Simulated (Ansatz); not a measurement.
# H2O2 (triplet): B2PLYP, RPA-PBE over a scan of the distance O1–H3 along a hydrogen transfer, cc-pVTZ

Aim: run H2O2 (triplet) with these functionals over a scan of the distance O1–H3 along a hydrogen transfer, and hold them against the top wave-function level at the same points.

Program: Ansatz 0.2.0, Gaussian basis. Level of theory: cc-pVTZ, all electrons in the functionals, frozen cores in the correlation of double hybrids and RPA. These are calculated values, not measurements.

Plan: B2PLYP, RPA-PBE, at 0.960 Å; 1.041 Å; 1.204 Å; 1.368 Å; 1.531 Å.

## 1. The system

The geometry derives from fragments relaxed apart (PBE0/def2-TZVP) and kept rigid, so it is no stationary point. A hydrogen atom is moved between rigid fragments.

4 atoms, charge 0, spin multiplicity 3.

Atoms are counted from 1 here; the program's logs count them from 0.

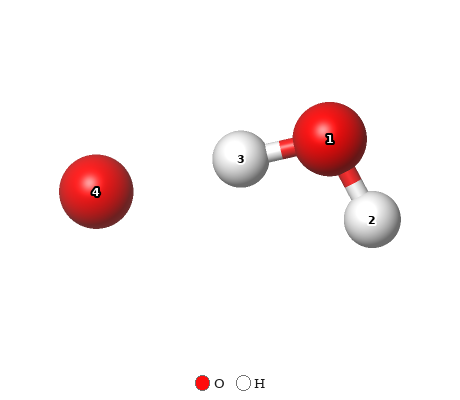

The structure; oxygen red, hydrogen white; atoms are numbered from 1 in the order of the file.

No dispersion term is added.

The geometry shown and the zero of energy belong to the point 0.960 Å. The yardstick, UCCSDT(Q), and other wave-function levels (R restricted, U unrestricted, valence and pair active spaces) come from earlier runs.

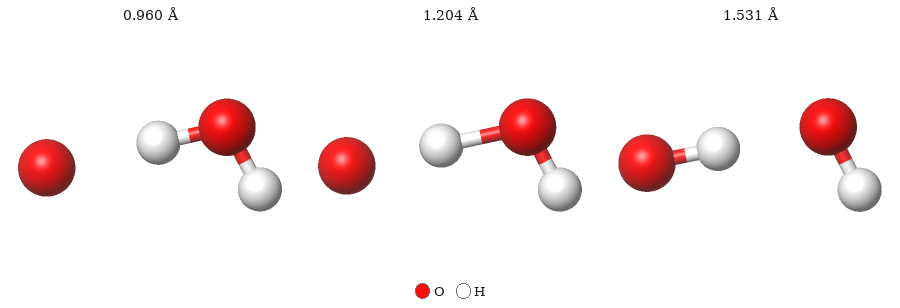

Three points of the scan; sticks are drawn by distance.

## 2. B2PLYP, 0.960 Å

File in.yaml:

```yaml
crystal:
  periodic: [false, false, false]
  atoms:
    - {symbol: O, position_ang: [-1.206842, -0.027457, 0.000000]}
    - {symbol: H, position_ang: [-1.456152, 0.899119, 0.000000]}
    - {symbol: H, position_ang: [-0.247313, -0.027457, 0.000000]}
    - {symbol: O, position_ang: [1.314158, -0.027457, 0.000000]}
basis:
  gaussian: {orbitals: cc-pVTZ}
magnetization: {spin_polarized: true, initial_magnetization: 2}
hamiltonian: {xc: {name: B2PLYP}}
correlation: {electrons: outside_noble_gas}
```

On the command line:

```
$ ansatz run in.yaml --threads 2 --pin off --events-out ev --progress --plain --max-ram 24576MiB --backend cuda --devices 0, --max-vram 18GiB
```

What it wrote:

```text
Functional definition: B2PLYP
  name "B2PLYP"
  cite "Grimme, J. Chem. Phys. 124, 034108 (2006) doi:10.1063/1.2148954"
  cite "Becke, Phys. Rev. A 38, 3098 (1988) doi:10.1103/PhysRevA.38.3098"
  cite "Lee, Yang & Parr, Phys. Rev. B 37, 785 (1988) doi:10.1103/PhysRevB.37.785"
  parameter a = 0.53
  parameter c = 0.27
  exchange = (1 - a)*b88_x + a*exact_x
  correlation = (1 - c)*lyp_c + c*(mp2_os + mp2_ss)
526 factors; integrals over basis functions are off by at most 1.0e-3 eV
mean field evaluation 1: about -4113.8578 eV, gradient 3.4e1 eV
mean field evaluation 2: about -4113.8770 eV, gradient 3.4e1 eV
mean field evaluation 4: about -4117.3326 eV, gradient 6.3e0 eV
mean field evaluation 8: about -4117.5302 eV, gradient 4.8e-1 eV
mean field evaluation 16: about -4117.5365 eV, gradient 1.5e-2 eV
mean field evaluation 32: about -4117.5374 eV, gradient 4.6e-7 eV
mean field evaluation 64: about -4117.5337 eV, gradient 3.8e-2 eV
mean field -4117.53738832 eV, -151.3167080535 hartree, gradient 7.2e-8 eV, S^2 2.005039; 5 other end points of the search recorded, 0 dependent functions left out
2 core orbitals not correlated: weight in the atoms' cores, before any rotation towards them, 1.000 or more for the frozen orbitals, at most 0.000 for the correlated occupied ones
reference -4117.53748050 eV, -151.3167114411 hartree; 8, 6 occupied and 78, 80 virtual orbitals, 526 factors
second order -13.16061879 eV of doubles, -0.00000000 eV of singles
Total energy: -4121.09084757 eV, -151.4472952725 hartree
```

Run time: 4.7 s. Hardware: 1 × H100 (card shared with other runs) with 2 threads of AMD EPYC 7R13, shared host; peak host memory 0.77 GiB.

From the report: ⟨S²⟩ of the determinant 2.005 (pure triplet: 2.00).

## 3. B2PLYP, 1.041 Å

File in.yaml:

```yaml
crystal:
  periodic: [false, false, false]
  atoms:
    - {symbol: O, position_ang: [-1.209256, -0.027457, 0.000000]}
    - {symbol: H, position_ang: [-1.458566, 0.899119, 0.000000]}
    - {symbol: H, position_ang: [-0.168256, -0.027457, 0.000000]}
    - {symbol: O, position_ang: [1.311744, -0.027457, 0.000000]}
basis:
  gaussian: {orbitals: cc-pVTZ}
magnetization: {spin_polarized: true, initial_magnetization: 2}
hamiltonian: {xc: {name: B2PLYP}}
correlation: {electrons: outside_noble_gas}
```

The command is unchanged.

What it wrote, shortened:

```text
Functional definition: B2PLYP
  name "B2PLYP"
  cite "Grimme, J. Chem. Phys. 124, 034108 (2006) doi:10.1063/1.2148954"
  cite "Becke, Phys. Rev. A 38, 3098 (1988) doi:10.1103/PhysRevA.38.3098"
  cite "Lee, Yang & Parr, Phys. Rev. B 37, 785 (1988) doi:10.1103/PhysRevB.37.785"
[...]
527 factors; integrals over basis functions are off by at most 1.2e-3 eV
[...]
mean field -4117.31036409 eV, -151.3083650672 hartree, gradient 2.4e-6 eV, S^2 2.005400; 5 other end points of the search recorded, 0 dependent functions left out
2 core orbitals not correlated: weight in the atoms' cores, before any rotation towards them, 1.000 or more for the frozen orbitals, at most 0.000 for the correlated occupied ones
reference -4117.31045624 eV, -151.3083684535 hartree; 8, 6 occupied and 78, 80 virtual orbitals, 527 factors
second order -13.40975887 eV of doubles, -0.00000000 eV of singles
Total energy: -4120.93109113 eV, -151.4414243317 hartree
```

Wall time 6 s (1 × H100 (card shared with other runs) with 2 threads of AMD EPYC 7R13, shared host); peak host memory 0.77 GiB.

From the report: ⟨S²⟩ of the determinant 2.005 (pure triplet: 2.00).

From 0.960 Å: +15.4 kJ/mol.

## 4. B2PLYP, 1.204 Å

File in.yaml:

```yaml
crystal:
  periodic: [false, false, false]
  atoms:
    - {symbol: O, position_ang: [-1.214086, -0.027457, 0.000000]}
    - {symbol: H, position_ang: [-1.463396, 0.899119, 0.000000]}
    - {symbol: H, position_ang: [-0.010086, -0.027457, 0.000000]}
    - {symbol: O, position_ang: [1.306914, -0.027457, 0.000000]}
basis:
  gaussian: {orbitals: cc-pVTZ}
magnetization: {spin_polarized: true, initial_magnetization: 2}
hamiltonian: {xc: {name: B2PLYP}}
correlation: {electrons: outside_noble_gas}
```

Launched as before.

What it wrote, shortened:

```text
Functional definition: B2PLYP
  name "B2PLYP"
  cite "Grimme, J. Chem. Phys. 124, 034108 (2006) doi:10.1063/1.2148954"
  cite "Becke, Phys. Rev. A 38, 3098 (1988) doi:10.1103/PhysRevA.38.3098"
  cite "Lee, Yang & Parr, Phys. Rev. B 37, 785 (1988) doi:10.1103/PhysRevB.37.785"
[...]
528 factors; integrals over basis functions are off by at most 1.5e-3 eV
[...]
mean field -4116.62499989 eV, -151.2831783974 hartree, gradient 1.4e-6 eV, S^2 2.037247; 8 other end points of the search recorded, 0 dependent functions left out
2 core orbitals not correlated: weight in the atoms' cores, before any rotation towards them, 1.000 or more for the frozen orbitals, at most 0.000 for the correlated occupied ones
reference -4116.62508763 eV, -151.2831816216 hartree; 8, 6 occupied and 78, 80 virtual orbitals, 528 factors
second order -14.02651410 eV of doubles, -0.00000000 eV of singles
Total energy: -4120.41224643 eV, -151.4223571407 hartree
```

It took 5.5 s on 1 × H100 (card shared with other runs) with 2 threads of AMD EPYC 7R13, shared host; peak host memory 0.76 GiB.

From the report: ⟨S²⟩ of the determinant 2.037 (pure triplet: 2.00).

From 0.960 Å: +65.5 kJ/mol.

## 5. B2PLYP, 1.368 Å

File in.yaml:

```yaml
crystal:
  periodic: [false, false, false]
  atoms:
    - {symbol: O, position_ang: [-1.218946, -0.027457, 0.000000]}
    - {symbol: H, position_ang: [-1.468256, 0.899119, 0.000000]}
    - {symbol: H, position_ang: [0.149054, -0.027457, 0.000000]}
    - {symbol: O, position_ang: [1.302054, -0.027457, 0.000000]}
basis:
  gaussian: {orbitals: cc-pVTZ}
magnetization: {spin_polarized: true, initial_magnetization: 2}
hamiltonian: {xc: {name: B2PLYP}}
correlation: {electrons: outside_noble_gas}
```

Launched as before.

What it wrote, shortened:

```text
Functional definition: B2PLYP
  name "B2PLYP"
  cite "Grimme, J. Chem. Phys. 124, 034108 (2006) doi:10.1063/1.2148954"
  cite "Becke, Phys. Rev. A 38, 3098 (1988) doi:10.1103/PhysRevA.38.3098"
  cite "Lee, Yang & Parr, Phys. Rev. B 37, 785 (1988) doi:10.1103/PhysRevB.37.785"
[...]
528 factors; integrals over basis functions are off by at most 1.2e-3 eV
[...]
mean field -4116.60215177 eV, -151.2823387444 hartree, gradient 1.6e-8 eV, S^2 2.031991; 8 other end points of the search recorded, 0 dependent functions left out
2 core orbitals not correlated: weight in the atoms' cores, before any rotation towards them, 1.000 or more for the frozen orbitals, at most 0.000 for the correlated occupied ones
reference -4116.60223792 eV, -151.2823419102 hartree; 8, 6 occupied and 78, 80 virtual orbitals, 528 factors
second order -13.78313194 eV of doubles, -0.00000000 eV of singles
Total energy: -4120.32368354 eV, -151.4191025144 hartree
```

Run time: 9.5 s. Hardware: 1 × H100 (card shared with other runs) with 2 threads of AMD EPYC 7R13, shared host; peak host memory 0.77 GiB.

From the report: ⟨S²⟩ of the determinant 2.032 (pure triplet: 2.00).

From 0.960 Å: +74.0 kJ/mol.

## 6. B2PLYP, 1.531 Å

File in.yaml:

```yaml
crystal:
  periodic: [false, false, false]
  atoms:
    - {symbol: O, position_ang: [-1.223776, -0.027457, 0.000000]}
    - {symbol: H, position_ang: [-1.473086, 0.899119, 0.000000]}
    - {symbol: H, position_ang: [0.307224, -0.027457, 0.000000]}
    - {symbol: O, position_ang: [1.297224, -0.027457, 0.000000]}
basis:
  gaussian: {orbitals: cc-pVTZ}
magnetization: {spin_polarized: true, initial_magnetization: 2}
hamiltonian: {xc: {name: B2PLYP}}
correlation: {electrons: outside_noble_gas}
```

Launched as before.

What it wrote, shortened:

```text
Functional definition: B2PLYP
  name "B2PLYP"
  cite "Grimme, J. Chem. Phys. 124, 034108 (2006) doi:10.1063/1.2148954"
  cite "Becke, Phys. Rev. A 38, 3098 (1988) doi:10.1103/PhysRevA.38.3098"
  cite "Lee, Yang & Parr, Phys. Rev. B 37, 785 (1988) doi:10.1103/PhysRevB.37.785"
[...]
527 factors; integrals over basis functions are off by at most 1.3e-3 eV
[...]
mean field -4117.01388627 eV, -151.2974697080 hartree, gradient 2.6e-6 eV, S^2 2.006654; 8 other end points of the search recorded, 0 dependent functions left out
2 core orbitals not correlated: weight in the atoms' cores, before any rotation towards them, 1.000 or more for the frozen orbitals, at most 0.000 for the correlated occupied ones
reference -4117.01397070 eV, -151.2974728110 hartree; 8, 6 occupied and 78, 80 virtual orbitals, 527 factors
second order -13.02865541 eV of doubles, -0.00000000 eV of singles
Total energy: -4120.53170766 eV, -151.4267472599 hartree
```

Run time: 15 s. Hardware: 1 × H100 (card shared with other runs) with 2 threads of AMD EPYC 7R13, shared host; peak host memory 0.77 GiB.

From the report: ⟨S²⟩ of the determinant 2.007 (pure triplet: 2.00).

From 0.960 Å: +53.9 kJ/mol.

## 7. RPA-PBE, 0.960 Å

File in.yaml:

```yaml
crystal:
  periodic: [false, false, false]
  atoms:
    - {symbol: O, position_ang: [-1.206842, -0.027457, 0.000000]}
    - {symbol: H, position_ang: [-1.456152, 0.899119, 0.000000]}
    - {symbol: H, position_ang: [-0.247313, -0.027457, 0.000000]}
    - {symbol: O, position_ang: [1.314158, -0.027457, 0.000000]}
basis:
  gaussian: {orbitals: cc-pVTZ}
magnetization: {spin_polarized: true, initial_magnetization: 2}
hamiltonian: {xc: {name: PBE}}
correlation: {method: rpa, electrons: outside_noble_gas}
```

Same command.

What it wrote, shortened:

```text
Functional definition: PBE
  name "PBE"
  cite "Perdew, Burke & Ernzerhof, Phys. Rev. Lett. 77, 3865 (1996) doi:10.1103/PhysRevLett.77.3865"
  parent pbe
[...]
526 factors; integrals over basis functions are off by at most 1.0e-3 eV
[...]
mean field -4119.30838109 eV, -151.3817908376 hartree, gradient 3.8e-6 eV, S^2 2.003488; 9 other end points of the search recorded, 0 dependent functions left out
2 core orbitals not correlated: weight in the atoms' cores, before any rotation towards them, 1.000 or more for the frozen orbitals, at most 0.000 for the correlated occupied ones
reference -4103.15758753 eV, -150.7882601216 hartree; 8, 6 occupied and 78, 80 virtual orbitals, 526 factors
Total energy: -4122.88720531 eV, -151.5133102017 hartree
```

It took 5.5 s on 1 × H100 (card shared with other runs) with 2 threads of AMD EPYC 7R13, shared host; peak host memory 0.85 GiB.

From the report: ⟨S²⟩ of the determinant 2.003 (pure triplet: 2.00).

## 8. RPA-PBE, 1.041 Å

File in.yaml:

```yaml
crystal:
  periodic: [false, false, false]
  atoms:
    - {symbol: O, position_ang: [-1.209256, -0.027457, 0.000000]}
    - {symbol: H, position_ang: [-1.458566, 0.899119, 0.000000]}
    - {symbol: H, position_ang: [-0.168256, -0.027457, 0.000000]}
    - {symbol: O, position_ang: [1.311744, -0.027457, 0.000000]}
basis:
  gaussian: {orbitals: cc-pVTZ}
magnetization: {spin_polarized: true, initial_magnetization: 2}
hamiltonian: {xc: {name: PBE}}
correlation: {method: rpa, electrons: outside_noble_gas}
```

Launched as before.

What it wrote, shortened:

```text
Functional definition: PBE
  name "PBE"
  cite "Perdew, Burke & Ernzerhof, Phys. Rev. Lett. 77, 3865 (1996) doi:10.1103/PhysRevLett.77.3865"
  parent pbe
[...]
527 factors; integrals over basis functions are off by at most 1.2e-3 eV
[...]
mean field -4119.31412908 eV, -151.3820020724 hartree, gradient 2.2e-6 eV, S^2 2.003808; 9 other end points of the search recorded, 0 dependent functions left out
2 core orbitals not correlated: weight in the atoms' cores, before any rotation towards them, 1.000 or more for the frozen orbitals, at most 0.000 for the correlated occupied ones
reference -4102.52241564 eV, -150.7649179850 hartree; 8, 6 occupied and 78, 80 virtual orbitals, 527 factors
Total energy: -4122.85654353 eV, -151.5121834021 hartree
```

It took 10 s on 1 × H100 (card shared with other runs) with 2 threads of AMD EPYC 7R13, shared host; peak host memory 0.85 GiB.

From the report: ⟨S²⟩ of the determinant 2.004 (pure triplet: 2.00).

From 0.960 Å: +3.0 kJ/mol.

## 9. RPA-PBE, 1.204 Å

File in.yaml:

```yaml
crystal:
  periodic: [false, false, false]
  atoms:
    - {symbol: O, position_ang: [-1.214086, -0.027457, 0.000000]}
    - {symbol: H, position_ang: [-1.463396, 0.899119, 0.000000]}
    - {symbol: H, position_ang: [-0.010086, -0.027457, 0.000000]}
    - {symbol: O, position_ang: [1.306914, -0.027457, 0.000000]}
basis:
  gaussian: {orbitals: cc-pVTZ}
magnetization: {spin_polarized: true, initial_magnetization: 2}
hamiltonian: {xc: {name: PBE}}
correlation: {method: rpa, electrons: outside_noble_gas}
```

Same command.

What it wrote, shortened:

```text
Functional definition: PBE
  name "PBE"
  cite "Perdew, Burke & Ernzerhof, Phys. Rev. Lett. 77, 3865 (1996) doi:10.1103/PhysRevLett.77.3865"
  parent pbe
[...]
528 factors; integrals over basis functions are off by at most 1.5e-3 eV
[...]
mean field -4119.06478480 eV, -151.3728388389 hartree, gradient 5.2e-6 eV, S^2 2.004440; 8 other end points of the search recorded, 0 dependent functions left out
2 core orbitals not correlated: weight in the atoms' cores, before any rotation towards them, 1.000 or more for the frozen orbitals, at most 0.000 for the correlated occupied ones
reference -4101.19146190 eV, -150.7160063374 hartree; 8, 6 occupied and 78, 80 virtual orbitals, 528 factors
Total energy: -4122.62376188 eV, -151.5036288342 hartree
```

It took 10 s on 1 × H100 (card shared with other runs) with 2 threads of AMD EPYC 7R13, shared host; peak host memory 0.86 GiB.

From the report: ⟨S²⟩ of the determinant 2.004 (pure triplet: 2.00).

From 0.960 Å: +25.4 kJ/mol.

## 10. RPA-PBE, 1.368 Å

File in.yaml:

```yaml
crystal:
  periodic: [false, false, false]
  atoms:
    - {symbol: O, position_ang: [-1.218946, -0.027457, 0.000000]}
    - {symbol: H, position_ang: [-1.468256, 0.899119, 0.000000]}
    - {symbol: H, position_ang: [0.149054, -0.027457, 0.000000]}
    - {symbol: O, position_ang: [1.302054, -0.027457, 0.000000]}
basis:
  gaussian: {orbitals: cc-pVTZ}
magnetization: {spin_polarized: true, initial_magnetization: 2}
hamiltonian: {xc: {name: PBE}}
correlation: {method: rpa, electrons: outside_noble_gas}
```

Same command.

What it wrote, shortened:

```text
Functional definition: PBE
  name "PBE"
  cite "Perdew, Burke & Ernzerhof, Phys. Rev. Lett. 77, 3865 (1996) doi:10.1103/PhysRevLett.77.3865"
  parent pbe
[...]
528 factors; integrals over basis functions are off by at most 1.2e-3 eV
[...]
mean field -4118.97699028 eV, -151.3696124499 hartree, gradient 2.4e-6 eV, S^2 2.004525; 8 other end points of the search recorded, 0 dependent functions left out
2 core orbitals not correlated: weight in the atoms' cores, before any rotation towards them, 1.000 or more for the frozen orbitals, at most 0.000 for the correlated occupied ones
reference -4101.18495750 eV, -150.7157673052 hartree; 8, 6 occupied and 78, 80 virtual orbitals, 528 factors
Total energy: -4122.54044795 eV, -151.5005671040 hartree
```

Wall time 8.5 s (1 × H100 (card shared with other runs) with 2 threads of AMD EPYC 7R13, shared host); peak host memory 0.86 GiB.

From the report: ⟨S²⟩ of the determinant 2.005 (pure triplet: 2.00).

From 0.960 Å: +33.5 kJ/mol.

## 11. RPA-PBE, 1.531 Å

File in.yaml:

```yaml
crystal:
  periodic: [false, false, false]
  atoms:
    - {symbol: O, position_ang: [-1.223776, -0.027457, 0.000000]}
    - {symbol: H, position_ang: [-1.473086, 0.899119, 0.000000]}
    - {symbol: H, position_ang: [0.307224, -0.027457, 0.000000]}
    - {symbol: O, position_ang: [1.297224, -0.027457, 0.000000]}
basis:
  gaussian: {orbitals: cc-pVTZ}
magnetization: {spin_polarized: true, initial_magnetization: 2}
hamiltonian: {xc: {name: PBE}}
correlation: {method: rpa, electrons: outside_noble_gas}
```

The command is unchanged.

What it wrote, shortened:

```text
Functional definition: PBE
  name "PBE"
  cite "Perdew, Burke & Ernzerhof, Phys. Rev. Lett. 77, 3865 (1996) doi:10.1103/PhysRevLett.77.3865"
  parent pbe
[...]
527 factors; integrals over basis functions are off by at most 1.3e-3 eV
[...]
mean field -4118.94075440 eV, -151.3682808057 hartree, gradient 2.9e-6 eV, S^2 2.004231; 11 other end points of the search recorded, 0 dependent functions left out
2 core orbitals not correlated: weight in the atoms' cores, before any rotation towards them, 1.000 or more for the frozen orbitals, at most 0.000 for the correlated occupied ones
reference -4102.16117720 eV, -150.7516427174 hartree; 8, 6 occupied and 78, 80 virtual orbitals, 527 factors
Total energy: -4122.52352278 eV, -151.4999451153 hartree
```

Wall time 17 s (1 × H100 (card shared with other runs) with 2 threads of AMD EPYC 7R13, shared host); peak host memory 0.87 GiB.

From the report: ⟨S²⟩ of the determinant 2.004 (pure triplet: 2.00).

From 0.960 Å: +35.1 kJ/mol.

## 12. The comparison

The yardstick is UCCSDT(Q), where the cluster series has nearly closed. It comes from earlier runs at the same points. Energies in kJ/mol, counted from 0.960 Å; blanks weren't run or aren't comparable.

| level | 0.960 Å | 1.041 Å | 1.204 Å | 1.368 Å | 1.531 Å |
| --- | --- | --- | --- | --- | --- |
| UCCSDT(Q) | 0.0 | 17.9 | 81.5 | 91.4 | 63.3 |
| B2PLYP | 0.0 | 15.4 | 65.5 | 74.0 | 53.9 |
| RPA-PBE | 0.0 | 3.0 | 25.4 | 33.5 | 35.1 |

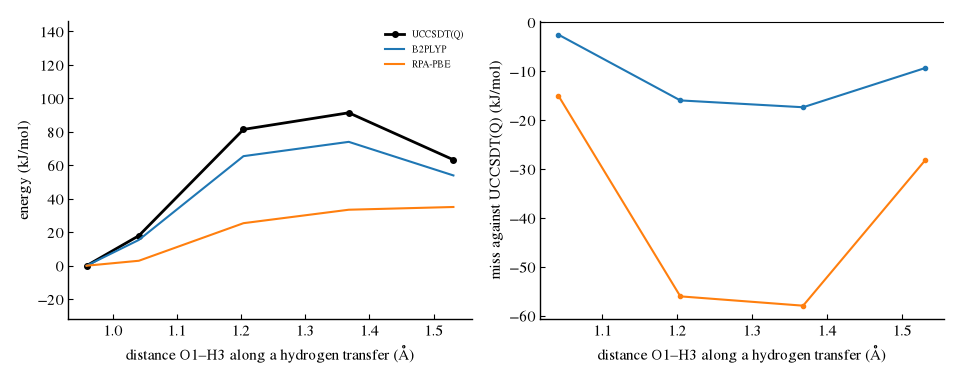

Left: the curves (the axis may cut off levels that run far away). Right: misses against UCCSDT(Q), in the same colours.

Largest miss and mean time a point (UCCSDT(Q) took 47 s a point; shared hosts):

| level | largest miss (kJ/mol) | where | time a point |
| --- | --- | --- | --- |
| B2PLYP | -17.4 | 1.368 Å | 8.1 s |
| RPA-PBE | -57.9 | 1.368 Å | 10 s |

## 13. Outcome

```
                   quantity                   value
span of the UCCSDT(Q) curve             91.4 kJ/mol
       largest miss, B2PLYP  -17.4 kJ/mol (1.368 Å)
      largest miss, RPA-PBE  -57.9 kJ/mol (1.368 Å)
```

In words: Of the functionals, B2PLYP keep the smallest largest miss at the points compared (at most 17.4 kJ/mol) and RPA-PBE strays most (57.9 kJ/mol, at 1.368 Å). Functionals and the yardstick converge differently with the basis, so part of each miss in cc-pVTZ is the basis.
